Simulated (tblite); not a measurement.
# Run report: C₅H₇ClO₃Si, geometry relaxation (part 2 of 3)

Continued. System: C₅H₇ClO₃Si. Method: GFN2-xTB geometry optimisation, gas phase (tblite 0.8.0). 

Geometry of the input (Å):
```
C  -2.3156  -0.4017  -2.1130
C  -1.5649  -0.4830  -1.1952
Si -0.3699  -0.6075  0.2088
Cl 0.2629  -2.5930  0.4057
O  -1.2030  -0.0972  1.6221
C  -2.2403  0.7879  1.3323
O  0.9494  0.4494  -0.1419
C  2.1069  -0.2993  -0.0095
C  3.2583  0.5902  -0.3076
O  3.1287  1.7680  -0.5964
H  -2.9989  -0.3290  -2.9390
H  -2.5925  0.5454  0.3085
H  -1.8785  1.8230  1.3837
H  -3.0522  0.5904  2.0524
H  2.0868  -1.1003  -0.7647
H  2.1654  -0.7892  0.9954
H  4.2504  0.1581  -0.2515
```

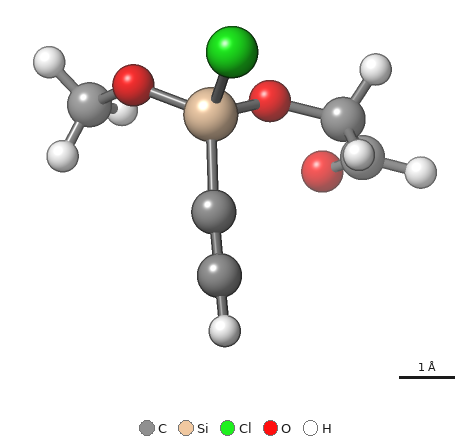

Figure 1. The geometry at step 94 of the log (ball-and-stick view, seen at a tilt).

## Trajectory as extended XYZ, continued
```
17
Properties=species:S:1:pos:R:3:forces:R:3 step=51 energy=-891.69360
C    -2.0083   -0.5111   -2.4198    0.1210   0.0290   0.0910
C    -1.3676   -0.5787   -1.4036   -0.1320  -0.0140  -0.1140
Si   -0.5170   -0.7299    0.2381   -0.0140   0.0850  -0.0160
Cl   -0.3283   -2.6824    0.6877    0.0530  -0.0200   0.0340
O    -1.3559   -0.0900    1.4521   -0.0540  -0.0350  -0.0350
C    -2.3205    0.9226    1.5240    0.0230  -0.0030  -0.0140
O     0.9270    0.0000    0.2073    0.0260   0.0150   0.0120
C     2.2242   -0.4202   -0.0609   -0.0380  -0.0100   0.0170
C     3.1273    0.7408   -0.3936   -0.0360   0.0190  -0.0870
O     2.7902    1.8752   -0.5423   -0.0130   0.0700   0.0400
H    -2.5320   -0.4307   -3.3297    0.0080  -0.0130   0.0290
H    -2.9567    0.9188    0.6386   -0.0140  -0.0230  -0.0450
H    -1.8412    1.8998    1.6064    0.0430  -0.0230   0.0190
H    -2.9310    0.7360    2.4084    0.0220   0.0150   0.0080
H     2.2774   -1.1131   -0.9137   -0.1170  -0.0290   0.0380
H     2.6262   -0.9440    0.8158    0.0700  -0.0360  -0.0060
H     4.1793    0.4189   -0.5246    0.0500  -0.0290   0.0300
17
Properties=species:S:1:pos:R:3:forces:R:3 step=58 energy=-891.71889
C    -1.7479   -0.5244   -2.4856   -0.1150  -0.0440  -0.0680
C    -1.2886   -0.5965   -1.3781    0.0920  -0.0260   0.1380
Si   -0.5517   -0.7658    0.3228   -0.0230   0.1150  -0.0980
Cl   -0.4371   -2.7248    0.7562    0.1300  -0.0090   0.0110
O    -1.4654   -0.1888    1.5120   -0.0060   0.0250  -0.0190
C    -2.2921    0.9405    1.5727   -0.0250  -0.0130  -0.0320
O     0.8879   -0.0116    0.3764    0.0260  -0.1100   0.0540
C     2.1433   -0.4048   -0.0861   -0.0570  -0.0070   0.0260
C     3.0210    0.7731   -0.4527   -0.0800  -0.0330   0.0480
O     2.6875    1.9179   -0.5164    0.0030  -0.1270   0.0310
H    -2.1855   -0.4805   -3.4427    0.0560   0.0480   0.0230
H    -2.9386    0.9619    0.6925   -0.0090   0.1230   0.0540
H    -1.6995    1.8569    1.6188   -0.0020  -0.0580  -0.0500
H    -2.9015    0.8578    2.4740    0.0250  -0.0190  -0.0240
H     2.0558   -1.0356   -0.9820    0.0260   0.0040  -0.0070
H     2.6472   -1.0083    0.6861   -0.0040   0.1070  -0.0770
H     4.0582    0.4452   -0.6780   -0.0370   0.0210  -0.0110
17
Properties=species:S:1:pos:R:3:forces:R:3 step=65 energy=-891.73892
C    -1.6401   -0.5495   -2.5164    0.0010   0.0130  -0.0620
C    -1.2224   -0.6030   -1.3907    0.0620  -0.0330   0.1230
Si   -0.5668   -0.7717    0.3445   -0.0180  -0.0650  -0.0520
Cl   -0.4403   -2.7248    0.8056    0.0420  -0.0460  -0.0310
O    -1.5374   -0.2186    1.4962    0.0310  -0.0130  -0.0450
C    -2.2805    0.9608    1.5972   -0.0630   0.0320  -0.0380
O     0.8935   -0.0721    0.4890   -0.1030   0.0310  -0.0320
C     2.1051   -0.4240   -0.0979    0.0410   0.0470   0.0160
C     2.9375    0.7769   -0.4765    0.0070  -0.0580   0.0430
O     2.5784    1.9139   -0.4752   -0.0140   0.0810  -0.0110
H    -1.9991   -0.4918   -3.5056    0.0070   0.0120   0.0700
H    -2.9599    1.0498    0.7489   -0.0300   0.0220  -0.0610
H    -1.6268    1.8312    1.6180    0.0390   0.0440   0.0480
H    -2.8649    0.9034    2.5147    0.0420   0.0260   0.0490
H     1.9564   -1.0198   -1.0070    0.0160  -0.0470  -0.0190
H     2.6904   -1.0270    0.6060    0.0010  -0.0870   0.0410
H     3.9700    0.4785   -0.7608   -0.0600   0.0410  -0.0400
17
Properties=species:S:1:pos:R:3:forces:R:3 step=72 energy=-891.74972
C    -1.5459   -0.5607   -2.5199    0.0260   0.0110  -0.0240
C    -1.1736   -0.6311   -1.3793   -0.0230  -0.0350  -0.0180
Si   -0.5792   -0.8046    0.3716   -0.0060  -0.0010  -0.0160
Cl   -0.4162   -2.7606    0.8076   -0.0280   0.0010   0.0180
O    -1.5851   -0.2357    1.4837    0.0120  -0.0050   0.0050
C    -2.2660    0.9834    1.6029   -0.0070  -0.0020  -0.0030
O     0.8729   -0.0910    0.5352    0.0000  -0.0150  -0.0090
C     2.0682   -0.4294   -0.0951    0.0390   0.0230  -0.0200
C     2.8737    0.7859   -0.4836    0.0020   0.0330  -0.0350
O     2.5061    1.9213   -0.4476   -0.0140  -0.0420   0.0360
H    -1.8613   -0.4886   -3.5217   -0.0150   0.0100   0.0280
H    -2.9587    1.1101    0.7675    0.0280   0.0070   0.0180
H    -1.5696    1.8227    1.6214    0.0200  -0.0290  -0.0090
H    -2.8259    0.9496    2.5383    0.0110   0.0130  -0.0170
H     1.8904   -1.0044   -1.0147    0.0080   0.0010  -0.0070
H     2.6755   -1.0625    0.5655   -0.0230   0.0310   0.0460
H     3.8878    0.5077   -0.8417   -0.0310  -0.0010   0.0060
17
Properties=species:S:1:pos:R:3:forces:R:3 step=79 energy=-891.75521
C    -1.4674   -0.5618   -2.5459   -0.0870  -0.0330  -0.0270
C    -1.1478   -0.6726   -1.3925   -0.0180   0.0260  -0.0260
Si   -0.5934   -0.8299    0.3724   -0.0260  -0.0220   0.0260
Cl   -0.4525   -2.7807    0.8372   -0.0420  -0.0030   0.0110
O    -1.6048   -0.2411    1.4696   -0.0310  -0.0170  -0.0010
C    -2.2428    0.9992    1.6154    0.0230   0.0010  -0.0330
O     0.8620   -0.1298    0.5496   -0.0220   0.0240   0.0020
C     2.0542   -0.4402   -0.0985    0.0030   0.0040   0.0030
C     2.8171    0.7987   -0.4933    0.0340  -0.0400   0.0420
O     2.4273    1.9225   -0.4020   -0.0160   0.0550  -0.0050
H    -1.7881   -0.4826   -3.5464    0.0570   0.0180   0.0410
H    -2.9462    1.1616    0.7950    0.0230  -0.0280   0.0130
H    -1.5145    1.8108    1.6208    0.0120  -0.0050   0.0280
H    -2.7878    0.9799    2.5619    0.0650  -0.0060  -0.0600
H     1.8799   -1.0169   -1.0180    0.0050  -0.0220   0.0270
H     2.6790   -1.0546    0.5641    0.0180   0.0280  -0.0200
H     3.8190    0.5496   -0.8993    0.0040   0.0200  -0.0200
17
Properties=species:S:1:pos:R:3:forces:R:3 step=87 energy=-891.76632
C    -1.3664   -0.5915   -2.5771   -0.0010   0.0290   0.0450
C    -1.1233   -0.7327   -1.4085   -0.0330   0.0100  -0.0160
Si   -0.6381   -0.8952    0.3773    0.0370  -0.0130   0.0310
Cl   -0.5615   -2.8319    0.9000   -0.0150  -0.0030  -0.0310
O    -1.6527   -0.2727    1.4524   -0.0110   0.0130  -0.0330
C    -2.1677    1.0205    1.6205   -0.0070  -0.0060   0.0020
O     0.8166   -0.1941    0.5726    0.0320  -0.0290   0.0050
C     2.0108   -0.4433   -0.0989    0.0010  -0.0250   0.0300
C     2.7021    0.8338   -0.5051   -0.0060  -0.0280   0.0520
O     2.2940    1.9382   -0.3121   -0.0160   0.0750  -0.0340
H    -1.5943   -0.4539   -3.5945   -0.0150  -0.0330  -0.0210
H    -2.8826    1.2426    0.8251    0.0350   0.0140   0.0060
H    -1.3735    1.7674    1.6143    0.0230  -0.0290  -0.0380
H    -2.6776    1.0403    2.5832   -0.0200   0.0070   0.0160
H     1.8530   -1.0461   -1.0024   -0.0070   0.0010  -0.0150
H     2.6862   -1.0092    0.5583    0.0050   0.0170   0.0010
H     3.6680    0.6398   -1.0149   -0.0020   0.0010  -0.0010
17
Properties=species:S:1:pos:R:3:forces:R:3 step=94 energy=-891.77106
C    -1.3252   -0.5902   -2.5804    0.0450  -0.0280   0.0340
C    -1.1124   -0.7506   -1.4086   -0.0060   0.0060  -0.0260
Si   -0.6561   -0.9296    0.3820    0.0130   0.0000   0.0190
Cl   -0.6244   -2.8643    0.9091   -0.0060  -0.0090  -0.0370
O    -1.6915   -0.2892    1.4258   -0.0120  -0.0480   0.0250
C    -2.1255    1.0295    1.6171    0.0270  -0.0080  -0.0150
O     0.8029   -0.2445    0.6041    0.0200  -0.0230   0.0000
C     1.9952   -0.4457   -0.0871   -0.0170   0.0240   0.0370
C     2.6353    0.8574   -0.5026   -0.0190   0.0610   0.0040
O     2.2159    1.9551   -0.2860   -0.0150  -0.1220  -0.0120
H    -1.5081   -0.4628   -3.6071   -0.0590   0.0080  -0.0500
H    -2.8368    1.3023    0.8362   -0.0120   0.0130  -0.0180
H    -1.2833    1.7185    1.5929    0.0290   0.0540   0.0110
H    -2.6152    1.0731    2.5895   -0.0010   0.0130   0.0070
H     1.8469   -1.0480   -0.9950    0.0010   0.0170   0.0590
H     2.6982   -0.9874    0.5641   -0.0070   0.0410  -0.0620
H     3.5772    0.6883   -1.0639    0.0190   0.0020   0.0250
17
Properties=species:S:1:pos:R:3:forces:R:3 step=101 energy=-891.78738
C    -1.2520   -0.6055   -2.6238   -0.0700  -0.0490  -0.2210
C    -1.0927   -0.7526   -1.4430    0.1370  -0.0640   0.1930
Si   -0.6866   -0.9919    0.3574   -0.0160   0.0370  -0.0800
Cl   -0.8057   -2.9263    0.8626   -0.0230  -0.0330  -0.0560
O    -1.7196   -0.2904    1.3649   -0.0180   0.0240   0.0070
C    -1.9863    1.0664    1.6016    0.0410   0.0260   0.0570
O     0.8044   -0.4311    0.6810    0.0290   0.0100   0.0270
C     1.9931   -0.4726   -0.0366   -0.0320  -0.0260  -0.0610
C     2.4317    0.8999   -0.4829    0.0450  -0.1080   0.0090
O     1.8762    1.9223   -0.2213   -0.0510   0.1330  -0.0420
H    -1.4309   -0.5077   -3.6585    0.0070   0.0490   0.0900
H    -2.6954    1.4485    0.8649    0.0060  -0.0510  -0.0310
H    -1.0724    1.6593    1.5578    0.0010  -0.0080   0.0030
H    -2.4242    1.1340    2.5964   -0.0180   0.0530   0.0320
H     1.9155   -1.1043   -0.9294   -0.0400  -0.0520  -0.0270
H     2.7835   -0.8933    0.5975    0.0130  -0.0040   0.0610
H     3.3545    0.8573   -1.0984   -0.0120   0.0620   0.0380
17
Properties=species:S:1:pos:R:3:forces:R:3 step=108 energy=-891.81519
C    -1.2137   -0.6633   -2.6606   -0.0760   0.0880   0.0490
C    -1.0402   -0.7376   -1.4729    0.0780  -0.0480  -0.1260
Si   -0.7001   -1.0314    0.3268    0.0740   0.0080   0.1010
Cl   -1.0147   -2.9760    0.6995   -0.0150   0.0180   0.0240
O    -1.6866   -0.2690    1.3415   -0.0030  -0.0910  -0.0170
C    -1.8106    1.1070    1.5869   -0.1210   0.0480  -0.0180
O     0.8245   -0.6485    0.7566   -0.0210  -0.0380  -0.0960
C     1.9911   -0.4972    0.0208    0.0880   0.0040   0.1070
C     2.1890    0.9255   -0.4467   -0.0410  -0.0700   0.0300
O     1.4623    1.8422   -0.2025   -0.0400  -0.0340  -0.0380
H    -1.4191   -0.5470   -3.6874    0.0510  -0.0160   0.0410
H    -2.4892    1.5456    0.8503    0.0010  -0.0010   0.0690
H    -0.8503    1.6108    1.5222    0.1300   0.0310  -0.0120
H    -2.2201    1.2256    2.5900   -0.0340   0.0110  -0.0200
H     2.0188   -1.1584   -0.8560   -0.0110   0.0140   0.0360
H     2.8442   -0.7544    0.6723   -0.1210   0.0120  -0.1010
H     3.1076    1.0381   -1.0508    0.0620   0.0640  -0.0290
17
Properties=species:S:1:pos:R:3:forces:R:3 step=116 energy=-891.83573
C    -1.2301   -0.6500   -2.6772    0.0660  -0.0170  -0.0640
C    -0.9504   -0.7577   -1.5137   -0.0490   0.0100   0.0960
Si   -0.6788   -1.0466    0.3019    0.0000   0.0570  -0.0610
Cl   -1.1514   -2.9582    0.6614    0.0160  -0.0410   0.0520
O    -1.6632   -0.2392    1.2836   -0.0140   0.0210   0.0000
C    -1.7292    1.1329    1.5775    0.0590   0.0600   0.0450
O     0.8606   -0.7891    0.7650    0.0110  -0.1030  -0.0130
C     2.0179   -0.5150    0.0525   -0.0320  -0.0550   0.0580
C     2.0518    0.9126   -0.4268    0.1220  -0.0260  -0.0350
O     1.1920    1.7155   -0.2215   -0.1190   0.0910  -0.0330
H    -1.4374   -0.5621   -3.7053    0.0000   0.0460   0.0180
H    -2.4008    1.6280    0.8746   -0.0420  -0.0280  -0.0020
H    -0.7473    1.6028    1.5081    0.0030  -0.0340  -0.0010
H    -2.1144    1.2358    2.5934   -0.0110  -0.0090  -0.0500
H     2.1337   -1.1786   -0.8160   -0.0090   0.0140   0.0210
H     2.8696   -0.6785    0.7267    0.0070   0.0120  -0.0490
H     2.9703    1.1595   -0.9944   -0.0070   0.0020   0.0180
17
Properties=species:S:1:pos:R:3:forces:R:3 step=123 energy=-891.85451
C    -1.1338   -0.6317   -2.7045    0.0150   0.0040   0.0630
C    -0.9278   -0.8070   -1.5329    0.0000   0.0330  -0.0890
Si   -0.6668   -1.0760    0.2839   -0.1050  -0.1210   0.0830
Cl   -1.2265   -2.9420    0.7790    0.0060   0.1070  -0.0530
O    -1.6117   -0.1780    1.2199   -0.0500  -0.0980   0.0510
C    -1.6405    1.1770    1.5722   -0.0310  -0.0410   0.0470
O     0.8973   -1.0028    0.7373   -0.1330  -0.0710   0.0290
C     2.0033   -0.5372    0.0644    0.1750  -0.0550  -0.1250
C     1.8655    0.8768   -0.4184    0.2120  -0.1030  -0.0770
O     0.8912    1.5499   -0.2811   -0.3630   0.2030   0.0210
H    -1.3198   -0.4736   -3.7290    0.0270  -0.0140   0.0390
H    -2.3228    1.7059    0.9078   -0.0190   0.0540  -0.0400
H    -0.6516    1.6264    1.5077    0.0190   0.0280  -0.0260
H    -2.0080    1.2302    2.5963   -0.0250   0.0700   0.0490
H     2.2220   -1.1590   -0.8175    0.0390  -0.0220   0.0180
H     2.8583   -0.5923    0.7449    0.1140  -0.0200   0.0290
H     2.7645    1.2454   -0.9399    0.1170   0.0460  -0.0190
17
Properties=species:S:1:pos:R:3:forces:R:3 step=130 energy=-891.87089
C    -1.1094   -0.6309   -2.7006   -0.0270   0.0580   0.0660
C    -0.9270   -0.7898   -1.5234   -0.0390   0.0070  -0.1050
Si   -0.6713   -1.0785    0.2886   -0.0030   0.0230   0.0220
Cl   -1.3126   -2.9089    0.7743    0.0210  -0.0630  -0.0050
O    -1.5805   -0.1777    1.2600    0.0150  -0.0040   0.0440
C    -1.6240    1.1831    1.5851    0.0040   0.0130  -0.0260
O     0.9120   -1.0930    0.6874    0.0560   0.0610   0.0060
C     2.0172   -0.5458    0.0620    0.0370   0.0000  -0.0500
C     1.8238    0.8644   -0.4287    0.0100  -0.0470   0.0390
O     0.7884    1.4630   -0.3857   -0.0010  -0.0240   0.0090
H    -1.2925   -0.4584   -3.7219    0.0380  -0.0300  -0.0180
H    -2.2942    1.7002    0.8967   -0.0630  -0.0010   0.0360
H    -0.6402    1.6450    1.5115    0.0440  -0.0170   0.0230
H    -1.9960    1.2555    2.6081   -0.0270   0.0730  -0.0350
H     2.2895   -1.1408   -0.8213    0.0440  -0.0660  -0.0490
H     2.8647   -0.5762    0.7593   -0.0530   0.0170   0.0080
H     2.7451    1.3007   -0.8615   -0.0550   0.0010   0.0360
17
Properties=species:S:1:pos:R:3:forces:R:3 step=137 energy=-891.88113
C    -1.1028   -0.6039   -2.6960   -0.0050   0.0100   0.0130
C    -0.9607   -0.7784   -1.5158   -0.0110   0.0050  -0.0140
Si   -0.6737   -1.0749    0.2931   -0.0030   0.0210  -0.0180
Cl   -1.3041   -2.9140    0.7766    0.0080   0.0190   0.0030
O    -1.5374   -0.1710    1.3058    0.0020  -0.0040   0.0120
C    -1.6108    1.1984    1.5903    0.0040  -0.0030  -0.0040
O     0.9209   -1.1378    0.6450    0.0040  -0.0370   0.0050
C     2.0231   -0.5659    0.0401   -0.0220   0.0070   0.0060
C     1.7875    0.8396   -0.4371    0.0240   0.0220   0.0210
O     0.7228    1.3864   -0.4309   -0.0110  -0.0300   0.0290
H    -1.2418   -0.4426   -3.7263   -0.0040  -0.0030   0.0060
H    -2.2902    1.6867    0.8893    0.0150  -0.0150  -0.0180
H    -0.6309    1.6720    1.5208   -0.0100  -0.0010  -0.0270
H    -1.9976    1.3007    2.6045   -0.0120   0.0040   0.0120
H     2.3339   -1.1612   -0.8332    0.0160   0.0180   0.0110
H     2.8502   -0.5609    0.7608    0.0040  -0.0230   0.0020
H     2.7048    1.3386   -0.7970    0.0020   0.0090  -0.0430
```
